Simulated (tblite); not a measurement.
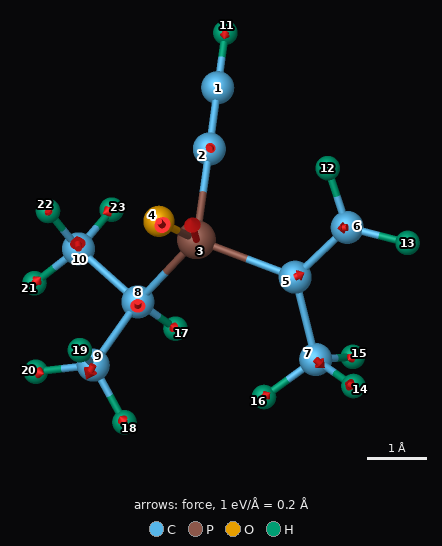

Starting geometry of C8H13OP with the computed forces as red arrows. Style: ball-and-stick. Shown at a tilt.

The calculation used tblite, GFN2-xTB geometry optimisation, gas phase. 

Question: Is this structure relaxed? If not, where do the atoms go?

Answer: It isn't relaxed: the largest force vector, on P3, is 4.15 eV/Å. The final displacements have little in common with the starting forces (cosine between the two patterns 0.07). After 197 geometry steps the energy has fallen by 0.735 eV. H12 moves most after the best rigid fit: 2.15 Å. Largest moves by element: H 2.15 Å, C 1.41 Å, O 0.71 Å, P 0.26 Å. Near-neighbour distances that change, for instance: P3–C8 1.790 → 1.853 Å, P3–O4 1.516 → 1.465 Å, C8–H17 1.125 → 1.094 Å, C10–H21 1.118 → 1.089 Å. Among the angles between lasting bonds that change: P3–C8–C9 114.7° → 107.2°, C2–P3–O4 107.4° → 114.0°, O4–P3–C5 108.8° → 115.1°. Groups turn about P3–C5 by about 70°, C5–C7 by about 60°, C8–C9 by about 30°.
